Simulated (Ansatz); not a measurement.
# Al2Pt (111): surface energy and levels, part 2 of 3

Aim: for Al2Pt, compute energy, relaxation and work function or band edges of the (111) face.

Ansatz 0.2.0; DFT PBE, scalar-relativistic, plane waves, PAW. The steps go on from the part before.

## Step 5: All atoms of the slab relaxed

input.yaml: that of step 4 with these lines changed.

```diff
@@ -25,3 +25,2 @@
   forces: true
-  stress: true
   eigenvalues: true
@@ -31,2 +30,6 @@
   volumetric_format: npy
+relax:
+  adjacent_minimum: "off"
+  f_tol: 0.02
+  max_steps: 60
 efield:
```

Started as:

```sh
ansatz run input.yaml --threads 2 --pin off --max-ram 4096MiB --backend cpu --events-out ev --progress --plain --runs-dir out
```

The program printed:

```text
Warning: RAYON_NUM_THREADS=2 ignored (pool sized by the plan → 2); use --threads N
[... 9 set-up lines as earlier in the session ...]
Crystal: 9 atoms, lattice volume = 361.083 Å³
Basis set: ecut = 420 eV, 6949 PW (Γ), exchange–correlation on 60×60×320 points (8 copies of the dense FFT grid, shifted against one another)
Bands: 45, of which v1, the nominal top of the filled ones, is band 36 counted from 1 (35 counted from 0)
[... 1 set-up line as earlier in the session ...]
k-points: 12 of 81 (time reversal used)
[... 8 set-up lines as earlier in the session ...]
SCF iter   1: F=—  HF=-40799.680039 eV  |F-HF|=—  |Δ(HF+E_count)|=         —  Δρ=2.41e-3  dr2=3.96e-2  ethr=1.77e-3  p=-0.000 e·Å  D=-5.64e-14 V/Å  ΔV_dip=0.00 eV  dr2_dipole=2.03e-10  V_vac-E_F(+/−)=4.08/4.08 eV  ⟨swp⟩=10.8  Hψ=2747  notcnv=0
efield: sawtooth ramp at fractional position 0.9800 (placed from the atoms, in the widest stretch of the axis that holds none; the zero of the levels goes with the place), width 0.0400; the density the first Hamiltonian is built on has a dipole p = -0.000 e·Å; the dipole correction subtracts the counter field D = -5.64e-14 V/Å, which shifts the + side's vacuum level by +0.00 eV against the − side's; the planar-averaged density in the ramp window peaks in size at 4.2e-5 e/Å³
preconditioner: auto → LDOS  [metal: Δε(μ)=0.109 eV  Ē_g=6.636 eV  σ=0.100 eV  W_gap=0.45  n_scr=68 (ndim 8)  ℏωp=13.5 eV  f_vac=0.490  D(μ)=1.96/eV (n_scr^D=6)  β→1.0]
SCF iter   2: F=—  HF=-40799.690767 eV  |F-HF|=—  |Δ(HF+E_count)|=   1.07e-2  Δρ=2.88e-3  dr2=5.00e-2  ethr=5.50e-5  p=-0.000 e·Å  D=-8.30e-6 V/Å  ΔV_dip=0.00 eV  dr2_dipole=4.90e-8  V_vac-E_F(+/−)=4.06/4.06 eV  ⟨swp⟩=2.3  Hψ=1135  notcnv=0  defer=29
SCF iter   3: F=—  HF=-40799.682190 eV  |F-HF|=—  |Δ(HF+E_count)|=   8.58e-3  Δρ=1.02e-3  dr2=6.03e-3  ethr=5.50e-5  p=0.000 e·Å  D=4.69e-6 V/Å  ΔV_dip=-0.00 eV  dr2_dipole=1.84e-8  V_vac-E_F(+/−)=4.01/4.01 eV  ⟨swp⟩=2.2  Hψ=831  notcnv=0  defer=29
SCF iter   4: F=—  HF=-40799.680662 eV  |F-HF|=—  |Δ(HF+E_count)|=   1.53e-3  Δρ=1.11e-4  dr2=7.65e-5  ethr=8.38e-6  p=0.000 e·Å  D=1.21e-6 V/Å  ΔV_dip=-0.00 eV  dr2_dipole=1.95e-10  V_vac-E_F(+/−)=4.02/4.02 eV  ⟨swp⟩=2.4  Hψ=855  notcnv=0  defer=29
SCF iter   5: F=—  HF=-40799.680668 eV  |F-HF|=—  |Δ(HF+E_count)|=   6.00e-6  Δρ=4.17e-5  dr2=1.75e-5  ethr=1.06e-7  p=0.000 e·Å  D=4.66e-7 V/Å  ΔV_dip=-0.00 eV  dr2_dipole=1.35e-11  V_vac-E_F(+/−)=4.02/4.02 eV  ⟨swp⟩=2.6  Hψ=1022  notcnv=0  defer=29
iter 6 did not close the SCF: its close was put off until two iterations running show no level that it waits for move by more than its bar (scf_convergence_deferred on its scf_iter line)
SCF iter   6: F=-40799.680667 eV  HF=-40799.680666 eV  |F-HF|=3.81e-7  |Δ(HF+E_count)|=   1.33e-6  Δρ=8.11e-6  dr2=2.19e-7  ethr=1.39e-8  p=0.000 e·Å  D=2.43e-7 V/Å  ΔV_dip=-0.00 eV  dr2_dipole=2.67e-12  V_vac-E_F(+/−)=4.02/4.02 eV  ⟨swp⟩=23.5  Hψ=5724  notcnv=0
iter 7 did not close the SCF: its close was put off until two iterations running show no level that it waits for move by more than its bar (scf_convergence_deferred on its scf_iter line)
SCF iter   7: F=-40799.680667 eV  HF=-40799.680667 eV  |F-HF|=6.36e-8  |Δ(HF+E_count)|=   4.05e-7  Δρ=2.07e-6  dr2=1.40e-8  ethr=3.04e-10  p=0.000 e·Å  D=2.21e-8 V/Å  ΔV_dip=-0.00 eV  dr2_dipole=1.13e-12  V_vac-E_F(+/−)=4.02/4.02 eV  ⟨swp⟩=10.5  Hψ=4182  notcnv=0
SCF iter   8: F=-40799.680667 eV  HF=-40799.680667 eV  |F-HF|=1.40e-9  |Δ(HF+E_count)|=   6.61e-8  Δρ=4.61e-7  dr2=9.95e-10  ethr=1.94e-11  p=0.000 e·Å  D=5.10e-8 V/Å  ΔV_dip=-0.00 eV  dr2_dipole=2.32e-12  V_vac-E_F(+/−)=4.02/4.02 eV  ⟨swp⟩=9.9  Hψ=3772  notcnv=0
SCF 1 converged in 8 iterations: F = -40799.680667 eV  dr2 = 9.95e-10
relax step   1: F+E_penalty+E_count = -40799.68066684 eV  Δ(F+E_penalty+E_count) = +0.000e0 eV  max|allowed force component| = 7.374e-1 eV/Å  Δτ_max = 0.0000 Å  (8 SCF iters, dr2 threshold 1.00e-5 eV, accepted)
Initial density: handed on by an earlier stage of this run
Initial wavefunctions: those handed on with the density
iter 1 solved again at ethr=7.49e-5 eV; its pass at ethr=3.10e-3 eV (dr2=5.39e-2 eV) is discarded
SCF iter   1: F=—  HF=-40799.854986 eV  |F-HF|=—  |Δ(HF+E_count)|=         —  Δρ=2.99e-3  dr2=5.71e-2  ethr=7.49e-5  p=0.000 e·Å  D=5.10e-8 V/Å  ΔV_dip=-0.00 eV  dr2_dipole=2.68e-13  V_vac-E_F(+/−)=4.02/4.02 eV  ⟨swp⟩=1.8  Hψ=2273  notcnv=0  defer=36
efield: sawtooth ramp at fractional position 0.9800 (handed on by an earlier solve), width 0.0400; the density the first Hamiltonian is built on has a dipole p = 0.000 e·Å; the dipole correction subtracts the counter field D = 5.10e-8 V/Å, which shifts the + side's vacuum level by -0.00 eV against the − side's; the planar-averaged density in the ramp window peaks in size at 3.5e-7 e/Å³
preconditioner: auto → LDOS  [metal: Δε(μ)=0.075 eV  Ē_g=6.862 eV  σ=0.100 eV  W_gap=0.37  n_scr=68 (ndim 8)  ℏωp=13.5 eV  f_vac=0.505  D(μ)=1.84/eV (n_scr^D=6)  β→1.0]
SCF iter   2: F=—  HF=-40799.857770 eV  |F-HF|=—  |Δ(HF+E_count)|=   2.78e-3  Δρ=1.74e-3  dr2=4.51e-2  ethr=7.49e-5  p=-0.000 e·Å  D=-1.84e-7 V/Å  ΔV_dip=0.00 eV  dr2_dipole=2.90e-11  V_vac-E_F(+/−)=4.12/4.12 eV  ⟨swp⟩=2.0  Hψ=841  notcnv=0  defer=36
SCF iter   3: F=—  HF=-40799.850176 eV  |F-HF|=—  |Δ(HF+E_count)|=   7.59e-3  Δρ=6.68e-4  dr2=2.37e-3  ethr=6.26e-5  p=-0.000 e·Å  D=-1.08e-7 V/Å  ΔV_dip=0.00 eV  dr2_dipole=5.74e-11  V_vac-E_F(+/−)=4.14/4.14 eV  ⟨swp⟩=2.0  Hψ=761  notcnv=0  defer=36
SCF iter   4: F=—  HF=-40799.849639 eV  |F-HF|=—  |Δ(HF+E_count)|=   5.38e-4  Δρ=4.02e-4  dr2=1.18e-3  ethr=3.29e-6  p=0.000 e·Å  D=2.45e-8 V/Å  ΔV_dip=-0.00 eV  dr2_dipole=1.10e-10  V_vac-E_F(+/−)=4.17/4.17 eV  ⟨swp⟩=3.1  Hψ=1264  notcnv=0  defer=36
SCF iter   5: F=—  HF=-40799.849482 eV  |F-HF|=—  |Δ(HF+E_count)|=   1.57e-4  Δρ=5.17e-5  dr2=1.20e-5  ethr=1.64e-6  p=-0.000 e·Å  D=-3.07e-8 V/Å  ΔV_dip=0.00 eV  dr2_dipole=5.73e-13  V_vac-E_F(+/−)=4.17/4.17 eV  ⟨swp⟩=2.1  Hψ=685  notcnv=0  defer=36
SCF iter   6: F=-40799.849509 eV  HF=-40799.849511 eV  |F-HF|=1.85e-6  |Δ(HF+E_count)|=   2.86e-5  Δρ=2.94e-5  dr2=4.12e-6  ethr=1.66e-8  p=0.000 e·Å  D=3.01e-8 V/Å  ΔV_dip=-0.00 eV  dr2_dipole=7.87e-12  V_vac-E_F(+/−)=4.17/4.17 eV  ⟨swp⟩=24.1  Hψ=6012  notcnv=0
SCF 2 converged in 6 iterations: F = -40799.849509 eV  dr2 = 4.12e-6
relax step   2: F+E_penalty+E_count = -40799.84950879 eV  Δ(F+E_penalty+E_count) = -1.688e-1 eV  max|allowed force component| = 1.141e-1 eV/Å  Δτ_max = 0.1972 Å  (6 SCF iters, dr2 threshold 3.40e-5 eV, accepted)
SCF iter   1: F=—  HF=-40799.854734 eV  |F-HF|=—  |Δ(HF+E_count)|=         —  Δρ=7.35e-4  dr2=2.35e-3  ethr=3.39e-5  p=0.000 e·Å  D=3.01e-8 V/Å  ΔV_dip=-0.00 eV  dr2_dipole=7.18e-13  V_vac-E_F(+/−)=4.16/4.16 eV  ⟨swp⟩=2.9  Hψ=1131  notcnv=0  defer=41
efield: sawtooth ramp at fractional position 0.9800 (handed on by an earlier solve), width 0.0400; the density the first Hamiltonian is built on has a dipole p = 0.000 e·Å; the dipole correction subtracts the counter field D = 3.01e-8 V/Å, which shifts the + side's vacuum level by -0.00 eV against the − side's; the planar-averaged density in the ramp window peaks in size at 4.8e-7 e/Å³
preconditioner: auto → LDOS  [metal: Δε(μ)=0.054 eV  Ē_g=6.897 eV  σ=0.100 eV  W_gap=0.29  n_scr=68 (ndim 8)  ℏωp=13.5 eV  f_vac=0.507  D(μ)=2.42/eV (n_scr^D=8)  β→1.0]
SCF iter   2: F=—  HF=-40799.854631 eV  |F-HF|=—  |Δ(HF+E_count)|=   1.02e-4  Δρ=3.90e-4  dr2=9.35e-4  ethr=3.26e-6  p=-0.000 e·Å  D=-1.96e-8 V/Å  ΔV_dip=0.00 eV  dr2_dipole=8.84e-13  V_vac-E_F(+/−)=4.17/4.17 eV  ⟨swp⟩=2.4  Hψ=1062  notcnv=0  defer=40
SCF iter   3: F=—  HF=-40799.854501 eV  |F-HF|=—  |Δ(HF+E_count)|=   1.30e-4  Δρ=2.39e-4  dr2=2.96e-4  ethr=1.30e-6  p=0.000 e·Å  D=7.42e-9 V/Å  ΔV_dip=-0.00 eV  dr2_dipole=6.84e-13  V_vac-E_F(+/−)=4.18/4.18 eV  ⟨swp⟩=2.1  Hψ=818  notcnv=0  defer=40
SCF iter   4: F=—  HF=-40799.853895 eV  |F-HF|=—  |Δ(HF+E_count)|=   6.06e-4  Δρ=4.91e-5  dr2=1.78e-5  ethr=4.11e-7  p=-0.000 e·Å  D=-1.47e-8 V/Å  ΔV_dip=0.00 eV  dr2_dipole=1.73e-12  V_vac-E_F(+/−)=4.19/4.19 eV  ⟨swp⟩=2.0  Hψ=705  notcnv=0  defer=40
SCF iter   5: F=—  HF=-40799.853895 eV  |F-HF|=—  |Δ(HF+E_count)|=   1.25e-7  Δρ=1.65e-5  dr2=1.47e-6  ethr=2.47e-8  p=-0.000 e·Å  D=-1.76e-8 V/Å  ΔV_dip=0.00 eV  dr2_dipole=2.95e-12  V_vac-E_F(+/−)=4.19/4.19 eV  ⟨swp⟩=2.0  Hψ=774  notcnv=0  defer=40
SCF iter   6: F=-40799.853896 eV  HF=-40799.853896 eV  |F-HF|=1.21e-8  |Δ(HF+E_count)|=   9.14e-7  Δρ=4.34e-6  dr2=1.06e-7  ethr=1.13e-9  p=0.000 e·Å  D=7.98e-9 V/Å  ΔV_dip=-0.00 eV  dr2_dipole=7.75e-12  V_vac-E_F(+/−)=4.19/4.19 eV  ⟨swp⟩=21.8  Hψ=5077  notcnv=0
SCF 3 converged in 6 iterations: F = -40799.853896 eV  dr2 = 1.06e-7
relax step   3: F+E_penalty+E_count = -40799.85389571 eV  Δ(F+E_penalty+E_count) = -4.387e-3 eV  max|allowed force component| = 1.103e-2 eV/Å  Δτ_max = 0.0390 Å  (6 SCF iters, dr2 threshold 8.14e-7 eV, accepted)
iter 1 solved again at ethr=1.46e-10 eV; its pass at ethr=3.10e-3 eV (dr2=1.05e-7 eV) is discarded
SCF iter   1: F=—  HF=-40799.854017 eV  |F-HF|=—  |Δ(HF+E_count)|=         —  Δρ=4.67e-6  dr2=1.08e-7  ethr=1.46e-10  p=0.000 e·Å  D=7.98e-9 V/Å  ΔV_dip=-0.00 eV  dr2_dipole=3.25e-12  V_vac-E_F(+/−)=4.19/4.19 eV  ⟨swp⟩=1.3  Hψ=1372  notcnv=0
efield: sawtooth ramp at fractional position 0.9800 (handed on by an earlier solve), width 0.0400; the density the first Hamiltonian is built on has a dipole p = 0.000 e·Å; the dipole correction subtracts the counter field D = 7.98e-9 V/Å, which shifts the + side's vacuum level by -0.00 eV against the − side's; the planar-averaged density in the ramp window peaks in size at 4.2e-7 e/Å³
preconditioner: auto → LDOS  [metal: Δε(μ)=0.052 eV  Ē_g=6.896 eV  σ=0.100 eV  W_gap=0.28  n_scr=68 (ndim 8)  ℏωp=13.5 eV  f_vac=0.507  D(μ)=2.35/eV (n_scr^D=8)  β→1.0]
SCF iter   2: F=—  HF=-40799.853896 eV  |F-HF|=—  |Δ(HF+E_count)|=   1.22e-4  Δρ=4.53e-6  dr2=9.81e-8  ethr=1.39e-10  p=-0.000 e·Å  D=-5.82e-9 V/Å  ΔV_dip=0.00 eV  dr2_dipole=1.46e-12  V_vac-E_F(+/−)=4.19/4.19 eV  ⟨swp⟩=10.3  Hψ=4187  notcnv=0
SCF iter   3: F=-40799.853896 eV  HF=-40799.853896 eV  |F-HF|=3.71e-9  |Δ(HF+E_count)|=  2.98e-10  Δρ=1.19e-6  dr2=5.89e-9  ethr=1.36e-10  p=0.000 e·Å  D=1.86e-10 V/Å  ΔV_dip=-0.00 eV  dr2_dipole=1.99e-13  V_vac-E_F(+/−)=4.19/4.19 eV  ⟨swp⟩=9.9  Hψ=3950  notcnv=0
SCF 4 converged in 3 iterations: F = -40799.853896 eV  dr2 = 5.89e-9
relax step   4: F+E_penalty+E_count = -40799.85389576 eV  Δ(F+E_penalty+E_count) = -5.547e-8 eV  max|allowed force component| = 1.098e-2 eV/Å  Δτ_max = 0.0000 Å  (3 SCF iters, accepted)
WARN: The output density's exchange-correlation potential varies sharply where the density is thin. Do not read a vacuum level from v_tot or v_xc, or from such a field of the output density. On a cell that repeats whose density bears no net charge and no dipole along the vacuum's axis use v_es (v_loc + v_h of the components); under efield.dipole_correction with no amplitude use v_es + v_field, which holds any external_charges[].barrier, or the levels of the report's work_function block, which leave it out; under a non-zero efield.amplitude the vacuum is tilted and has no level; on a cell that repeats and bears such a dipole with no correction it is tilted too, and efield.dipole_correction with no amplitude gives each side of its ramp a level where efield: is served; in a cell that repeats whose density bears a net charge (total_charge, or a fill off its count) it is curved and has none; of a slab under crystal.periodic whose density bears no net charge use v_es, which has a level on each side, short of where the two are joined; of another it falls or rises all the way out and has none; of a slab beside external_charges read slab_vacuum_level instead, which it has where they leave it neutral. The grid or the basis barely resolves most such structure, and the values can differ between equally converged runs; as a rule a tighter scf.convergence.dr2_threshold does not remove it. Where the density itself ripples (under the LDA too) a higher basis.ecutwfc lessens it. The files hold the spikes' plane waves up to the density's cutoff. Files: v_tot_of_output_density and the like, and their columns of v_z.tsv (output.write_potential); v_xc_of_output_density and the like, and their columns of v_comp_z.tsv (output.write_potential_components). Measured: with its Gaussian average of σ = 0.25 Å subtracted twice, the exchange-correlation potential is over 0.1 eV at 45 of the grid points where the equally averaged density (valence and model cores) is under 1e-3 e/Å³, and 0.255 eV at the most among them, at an averaged density of 1.8e-8 e/Å³. See output.write_potential in the manual, Limitations
SCF converged after 3 iterations
Free energy (F): -40799.853896 eV
Harris-Foulkes:  -40799.853896 eV  (|F-HF|=3.71e-9)
Internal energy: -40799.842138 eV  (E = F + TS)
E sigma→0 (E₀):  -40799.848017 eV
Entropy (-TS):   -0.011757 eV (-1.306 meV/atom)
Fermi energy:    2.573382 eV
Dipole field:    D = -0.000000 V/Å  (p = -0.000001 e·Å, saw-weighted, corrected)
Work function:   Φ+ = 4.1876 eV   Φ− = 4.1876 eV
Levels:          The Fermi level and band energies are counted from a zero that moves with the ramp; work functions are not
--- Per-component energies (eV) ---
  E_band       = -1566.434819
  E_kinetic    = 2055.208890
  E_local      = -49381.363776  (includes V_loc(G=0)·N_el)
  E_nonlocal   = 654.308698
  E_hartree    = 23540.972246
  E_xc         = -1026.668387
  E_vxc        = -1085.891030  (∫ρ·V_xc dr)
  E_paw        = -31166.284437  (= ΣΔE_a)
  E_vpaw       = -890.638774  (= ΣTr[D̂ρ^β])
  E_aug_tail   = 0.000566  (compensation charges beyond the density's cutoff)
  E_efield     = 0.000000  (sawtooth field / dipole correction)
  E_vefield    = 0.000000  (∫n·V_field dr)
  E_ewald      = 14523.984061
  E_smearing   = -0.011757  (= −TS)
  E_closure    = 0.000000  (closes the sum)
  Σ components = -40799.853896   (vs F -40799.853896, Δ=0.00e0)
--- Forces (eV/Å), atoms counted from 1 ---
  atom   1  Al     0.00000000     0.00000000     0.00872424
  atom   2  Pt     0.00000000    -0.00000000    -0.01098013
  atom   3  Al    -0.00000000     0.00000000    -0.00071178
  atom   4  Al     0.00000000     0.00000000    -0.00104843
  atom   5  Pt    -0.00000000     0.00000000    -0.00000028
  atom   6  Al    -0.00000000     0.00000000     0.00104738
  atom   7  Al     0.00000000     0.00000000     0.00071219
  atom   8  Pt    -0.00000000     0.00000000     0.01098093
  atom   9  Al    -0.00000000     0.00000000    -0.00872406
  max |Σ_I F_I| component: 5.15e-8 eV/Å
--- Band table (eV; the first three rows and the last of 12) ---
  k-point 0: bands = ["-96.3788", "-96.2769", "-96.2769", "-50.6142", "-50.6142", "-50.6055", "-50.5531", "-50.5531", "-50.5531", "-50.5531", "-50.4146", "-50.4146", "-7.4944", "-6.7705", "-5.7636", "-3.1597", "-2.7143", "-2.4944", "-2.4944", "-2.3907", "-2.3907", "-2.2875", "-2.2875", "-1.1963", "-1.1963", "-1.0958", "-0.9828", "-0.9828", "-0.8606", "-0.8606", "-0.6891", "0.7271", "3.0464", "3.9171", "3.9171", "4.9923", "4.9923", "5.7259", "5.7475", "5.9156", "5.9156", "6.0906", "6.1999", "6.4828", "6.9046"]
  k-point 1: bands = ["-96.3788", "-96.2769", "-96.2769", "-50.6144", "-50.6142", "-50.6055", "-50.5533", "-50.5533", "-50.5531", "-50.5531", "-50.4146", "-50.4146", "-7.3443", "-6.6179", "-5.6045", "-3.1762", "-2.7840", "-2.5969", "-2.4313", "-2.3744", "-2.3082", "-2.2970", "-2.1975", "-1.3305", "-1.2431", "-1.1700", "-1.0462", "-0.9702", "-0.8820", "-0.8531", "-0.3881", "0.8040", "2.8781", "3.0979", "3.5212", "3.8638", "4.4945", "4.7531", "5.5531", "5.7111", "5.8485", "5.9215", "6.3778", "6.6247", "6.9892"]
  k-point 2: bands = ["-96.3788", "-96.2769", "-96.2769", "-50.6149", "-50.6144", "-50.6054", "-50.5539", "-50.5539", "-50.5532", "-50.5532", "-50.4146", "-50.4146", "-6.9040", "-6.1728", "-5.1432", "-3.2324", "-2.9954", "-2.8475", "-2.3515", "-2.2749", "-2.2406", "-2.0823", "-1.9474", "-1.6227", "-1.3227", "-1.3008", "-1.0561", "-0.9718", "-0.8987", "-0.8208", "0.0172", "0.8477", "1.4634", "2.1039", "2.7107", "2.7182", "3.3621", "3.5827", "4.5879", "5.4124", "5.7247", "5.8720", "6.5659", "6.7879", "7.0401"]
  k-point 11: bands = ["-96.3788", "-96.2769", "-96.2769", "-50.6154", "-50.6154", "-50.6053", "-50.5544", "-50.5544", "-50.5543", "-50.5543", "-50.4144", "-50.4144", "-4.4392", "-4.0138", "-4.0138", "-3.5746", "-3.3460", "-3.3460", "-2.4716", "-2.4716", "-2.2087", "-2.1449", "-2.1449", "-1.6565", "-1.5040", "-1.3716", "-1.3716", "-1.1195", "-0.9583", "-0.9583", "-0.4171", "-0.0539", "-0.0539", "0.2488", "0.4162", "0.4162", "2.2386", "3.2076", "3.2076", "4.3314", "4.3314", "6.6301", "7.0008", "7.0008", "7.5648"]
--- Relaxed structure (4 steps of the walk, 4 accepted, 0 SCFs on fresh bases) ---
  F+E_penalty+E_count = -40799.85389576 eV   max|allowed force component| = 1.098e-2 eV/Å
  atoms:
    - { symbol: Al, position: [2.4003064134406103e-18, -2.4003064134406115e-18, 0.3280420299765435] }
    - { symbol: Pt, position: [0.6666666666666665, 0.33333333333333326, 0.35593261579272545] }
    - { symbol: Al, position: [0.33333333333333326, 0.6666666666666665, 0.3909141118902828] }
    - { symbol: Al, position: [0.6666666666666665, 0.33333333333333326, 0.4634361065759962] }
    - { symbol: Pt, position: [0.33333333333333326, 0.6666666666666665, 0.5000000014719266] }
    - { symbol: Al, position: [4.0577917685141854e-20, -4.0577917685136215e-20, 0.5365639001072017] }
    - { symbol: Al, position: [0.33333333333333326, 0.6666666666666665, 0.6090858865729796] }
    - { symbol: Pt, position: [-3.6214121412704816e-19, 3.6214121412704686e-19, 0.6440673820145771] }
    - { symbol: Al, position: [0.6666666666666665, 0.33333333333333326, 0.6719579655977665] }
```

Wall time 41 s (2 threads of Arm Neoverse V2, shared host); peak memory 0.6 GiB.

The steps of the relaxation:

```
step  E - E(step 1) (eV/cell)  largest force component (eV/Å)
   1                   0.0000                          0.7374
   2                  -0.1688                          0.1141
   3                  -0.1732                          0.0110
   4                  -0.1732                          0.0110
```

Step 1 is the start.

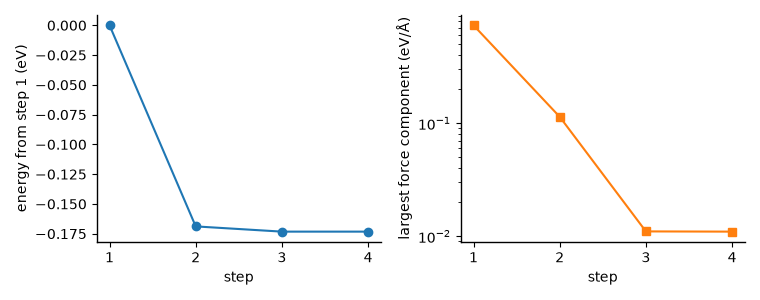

Energy and largest force along the relaxation.

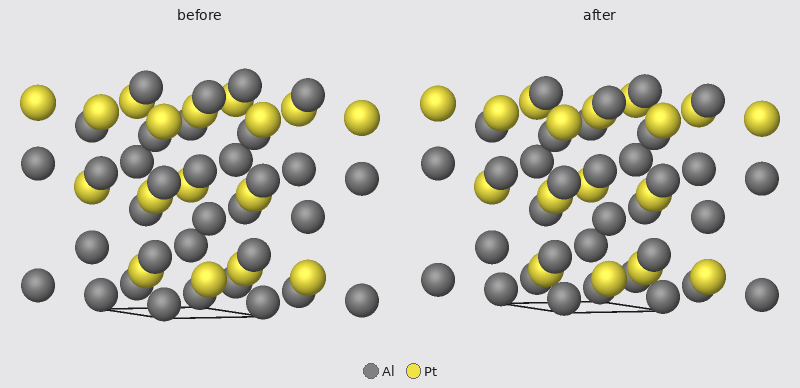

Before and after, at one scale.

This gives work function 4.19 eV.

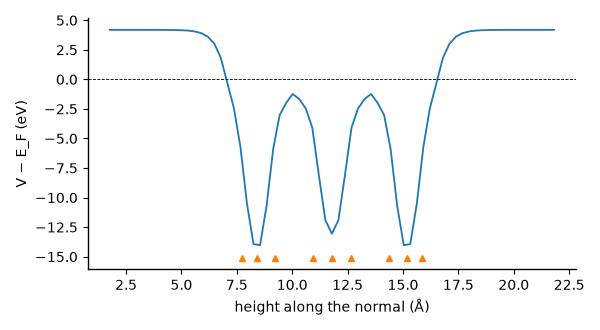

Plane-averaged electrostatic potential energy of an electron across the slab, counted from the Fermi level; triangles mark the atomic planes. The flat parts are the vacuum levels.

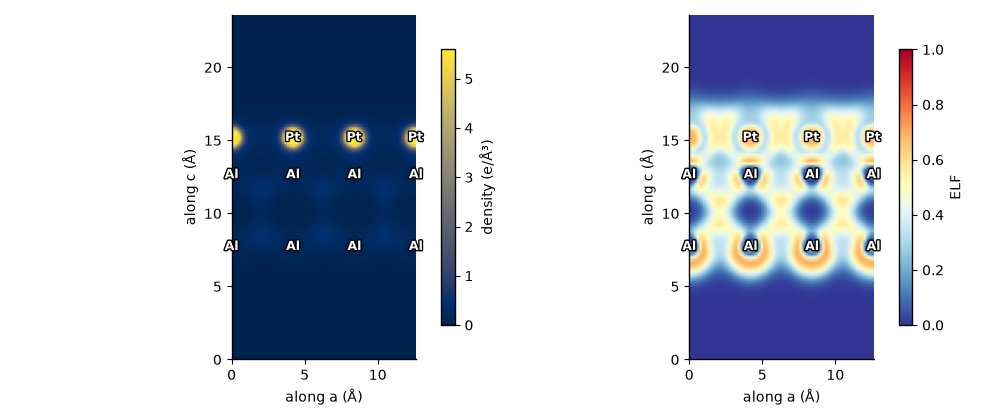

Density (left) and ELF (right) in a lattice plane of the grid's cell (edges 4.20 and 23.58 Å, at 0.000 of the third edge), which holds Al and Pt. Only atoms in the plane are labelled; the density scale stops at 5.59 e/Å³. Both are smooth fields of the valence electrons: close to the nuclei they are not physical.

Outside the cores ELF peaks at 0.77 beside Al, off the lines to its neighbours, 1.1 Å from Al; 0.69 on the Al–Pt line, 0.9 Å from Al.

(Continued in part 3 of 3.)
